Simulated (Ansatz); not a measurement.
# SiH2OF (SMILES O[SiH]F) at UBLYP/STO-3G

What is the electronic atomisation energy of SiH2OF at UBLYP/STO-3G? 

The calculation is run with Ansatz 0.2.0.

65 further runs of the same task are left out: 5 that didn't finish, 60 set aside as unsound or not needed.

## 1. The structure to begin with

The species is SiH2OF (5 atoms), meant as a doublet with charge 0. SMILES: `O[SiH]F`. Geometry: relaxed at PBE0-D4/def2-TZVP. This is one conformer, not always the lowest.

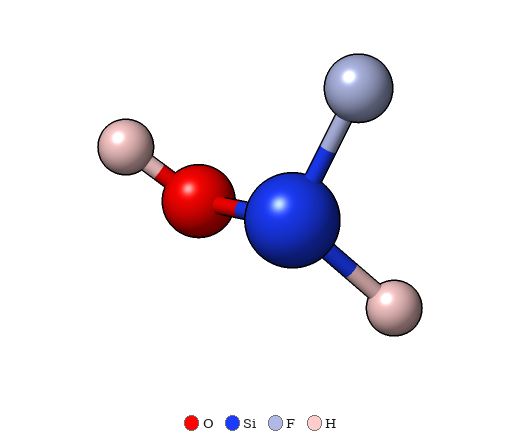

The structure, seen from a chosen angle (oxygen red, silicon blue, fluorine light blue, hydrogen pink).

## 2. The energy at UBLYP/STO-3G

job.yaml reads:

```yaml
basis:
  gaussian:
    orbitals: STO-3G
crystal:
  periodic: [false, false, false]
  atoms:
    - symbol: O
      position_ang: [-0.615200, -0.884600, -0.276300]
    - symbol: Si
      position_ang: [0.283900, 0.245700, 0.493100]
    - symbol: F
      position_ang: [0.207000, 1.646500, -0.283100]
    - symbol: H
      position_ang: [-1.564500, -0.765100, -0.338000]
    - symbol: H
      position_ang: [1.688800, -0.242600, 0.404400]
magnetization:
  spin_polarized: true
  initial_magnetization: 1
hamiltonian:
  xc: {name: BLYP}
accuracy: high
```

Launch:

```bash
$ ansatz run job.yaml --threads 1 --pin off --max-ram 2610MiB --events-out events.jsonl --progress --plain --runs-dir runs
```

The program printed:

```text
Warning: RAYON_NUM_THREADS=1 ignored (pool sized by the plan → 1); use --threads N
Functional definition: BLYP
  name "BLYP"
  parameter beta = 0.0042
  parameter a = 0.04918
  parameter b = 0.132
  parameter c = 0.2533
  parameter d = 0.349
  exchange = b88_x(beta = beta)
  correlation = lyp_c(a = a, b = b, c = c, d = d)
386 factors; integrals over basis functions are off by at most 3.1e-8 eV
mean field evaluation 1: about -12508.9283 eV, gradient 1.6e1 eV
mean field evaluation 2: about -12503.8130 eV, gradient 3.3e1 eV
mean field evaluation 4: about -12510.7210 eV, gradient 2.5e0 eV
mean field evaluation 8: about -12510.7396 eV, gradient 2.8e-2 eV
mean field evaluation 16: about -12510.7397 eV, gradient 2.4e-7 eV
mean field -12510.73965419 eV, -459.7612022077 hartree, gradient 3.4e-8 eV, S^2 0.750567; 0 other end points of the search recorded, 0 dependent functions left out
reference -12510.73968804 eV, -459.7612034514 hartree; 17, 16 occupied and 4, 5 virtual orbitals, 386 factors
Total energy: -12510.73968804 eV, -459.7612034514 hartree
```

Wall time 1.9 s (1 thread of Arm Neoverse V1, shared host); peak memory 0.13 GiB.

## 3. The F atom, same level

in.yaml reads:

```yaml
crystal:
  periodic: [false, false, false]
  atoms:
    - {symbol: F, position_ang: [0.000000, 0.000000, 0.000000]}
basis:
  gaussian:
    orbitals: STO-3G
hamiltonian:
  xc: {name: BLYP}
accuracy: high
magnetization:
  spin_polarized: true
  initial_magnetization: 1
```

Run the same way, it converges to -98.23564 Eh (log not shown).

## 4. The H atom, same level

in.yaml reads:

```yaml
basis:
  gaussian: {orbitals: STO-3G}
crystal:
  periodic: [false, false, false]
  atoms:
    - symbol: H
      position_ang: [0.000000, 0.000000, 0.000000]
magnetization: {spin_polarized: true, initial_magnetization: 1}
hamiltonian: {xc: {name: BLYP}}
accuracy: high
```

Launch:

```bash
$ ansatz run in.yaml --threads 1 --pin off --max-ram 2610MiB --events-out events.jsonl --progress --plain --runs-dir runs
```

The program printed (excerpt; [...] marks lines left out):

```text
Warning: RAYON_NUM_THREADS=1 ignored (pool sized by the plan → 1); use --threads N
[... 9 set-up lines as earlier in the session ...]
1 factors; integrals over basis functions are off by at most 4.6e-10 eV
mean field evaluation 1: about -12.5918 eV, gradient 0.0e0 eV
mean field evaluation 2: about -12.5918 eV, gradient 0.0e0 eV
mean field -12.59181263 eV, -0.4627405790 hartree, gradient 0.0e0 eV, S^2 0.750000; 0 other end points of the search recorded, 0 dependent functions left out
reference -12.59183075 eV, -0.4627412451 hartree; 1, 0 occupied and 0, 1 virtual orbitals, 1 factors
Total energy: -12.59183075 eV, -0.4627412451 hartree
```

It took 0.08 s on 1 thread of Arm Neoverse V1, shared host.

## 5. The O atom at the same level

run.yaml reads:

```yaml
crystal:
  periodic: [false, false, false]
  atoms:
    - symbol: O
      position_ang: [0.000000, 0.000000, 0.000000]
basis:
  gaussian:
    orbitals: STO-3G
magnetization:
  spin_polarized: true
  initial_magnetization: 2
hamiltonian:
  xc: {name: BLYP}
accuracy: high
```

Launch:

```bash
$ ansatz run run.yaml --threads 1 --pin off --max-ram 2610MiB --events-out events.jsonl --progress --plain --runs-dir runs
```

The program printed (excerpt; [...] marks lines left out):

```text
Warning: RAYON_NUM_THREADS=1 ignored (pool sized by the plan → 1); use --threads N
[... 9 set-up lines as earlier in the session ...]
15 factors; integrals over basis functions are off by at most 1.1e-9 eV
mean field evaluation 1: about -2013.8357 eV, gradient 5.5e-12 eV
mean field evaluation 2: about -2013.8366 eV, gradient 1.1e-11 eV
mean field evaluation 4: about -2013.8348 eV, gradient 0.0e0 eV
mean field evaluation 8: about -2013.8361 eV, gradient 2.5e-2 eV
mean field evaluation 16: about -2013.7134 eV, gradient 1.5e1 eV
mean field -2013.83662410 eV, -74.0071309082 hartree, gradient 0.0e0 eV, S^2 2.000000; 6 other end points of the search recorded, 0 dependent functions left out
reference -2013.83663798 eV, -74.0071314183 hartree; 5, 3 occupied and 0, 2 virtual orbitals, 15 factors
Total energy: -2013.83663798 eV, -74.0071314183 hartree
```

Run time: 0.36 s. Hardware: 1 thread of Arm Neoverse V1, shared host.

## 6. The Si atom

job.yaml reads:

```yaml
crystal:
  periodic: [false, false, false]
  atoms:
    - {symbol: Si, position_ang: [0.000000, 0.000000, 0.000000]}
basis:
  gaussian:
    orbitals: STO-3G
magnetization:
  spin_polarized: true
  initial_magnetization: 2
hamiltonian:
  xc: {name: BLYP}
accuracy: high
```

Launch:

```bash
$ ansatz run job.yaml --threads 1 --pin off --max-ram 2610MiB --events-out events.jsonl --progress --plain --runs-dir runs
```

The program printed (excerpt; [...] marks lines left out):

```text
Warning: RAYON_NUM_THREADS=1 ignored (pool sized by the plan → 1); use --threads N
[... 9 set-up lines as earlier in the session ...]
42 factors; integrals over basis functions are off by at most 2.5e-9 eV
mean field evaluation 1: about -7779.8587 eV, gradient 6.8e-1 eV
mean field evaluation 2: about -7779.8599 eV, gradient 7.7e-2 eV
mean field evaluation 4: about -7779.8592 eV, gradient 8.8e-4 eV
mean field evaluation 8: about -7779.8592 eV, gradient 8.7e-10 eV
mean field evaluation 16: about -7779.8592 eV, gradient 2.1e-4 eV
mean field -7779.85922564 eV, -285.9045531643 hartree, gradient 2.3e-11 eV, S^2 2.000000; 1 other end points of the search recorded, 0 dependent functions left out
reference -7779.85925335 eV, -285.9045541826 hartree; 8, 6 occupied and 1, 3 virtual orbitals, 42 factors
Total energy: -7779.85925335 eV, -285.9045541826 hartree
```

It took 0.44 s on 1 thread of Arm Neoverse V1, shared host.

## 7. Outcome

Level: UBLYP/STO-3G.

| quantity | value |
| --- | --- |
| molecule: total energy | -459.76120 Eh |
| molecule: ⟨S²⟩ | 0.751 |
| F atom: total energy | -98.23564 Eh |
| F atom: ⟨S²⟩ | 0.750 |
| H atom: total energy | -0.46274 Eh |
| H atom: ⟨S²⟩ | 0.750 |
| O atom: total energy | -74.00713 Eh |
| O atom: ⟨S²⟩ | 2.000 |
| Si atom: total energy | -285.90455 Eh |
| Si atom: ⟨S²⟩ | 2.000 |
| electronic atomisation energy | 18.732 eV |

In words: Taking the molecule apart into free atoms costs 18.73 eV (1807 kJ/mol), before zero-point energy and without spin-orbit coupling. In a minimal basis such a difference can be off by several eV, whatever the method.
